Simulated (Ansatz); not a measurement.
A computed series for ZnO: pressure series

Consider ZnO (space group P4_2/mnm, No. 136; a = 5.516 Å, c = 3.240 Å; a cell from a computed database, its experimental status unchecked).

Cell and atoms are relaxed at each pressure.

Method: Kohn–Sham DFT with the PBEsol functional, run in Ansatz (a program for electronic structure) with PAW and 420 eV plane waves, scalar-relativistic without spin-orbit coupling.

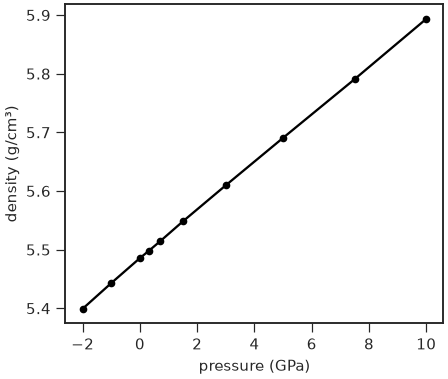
Density against pressure

**Question.** From the plot, what is the density for pressure 3 GPa?

**Answer.** About 5.61 g/cm³.

**Question.** Is the trend monotonic over the range shown?

**Answer.** Yes, it rises throughout, spanning 5.40 g/cm³ to 5.89 g/cm³.

Load acts through the strain it causes; cell and atoms are relaxed under it. Stability against distortions was not tested. No other phases were tried under pressure. This is not the structure that ZnO has at room temperature and ambient pressure.
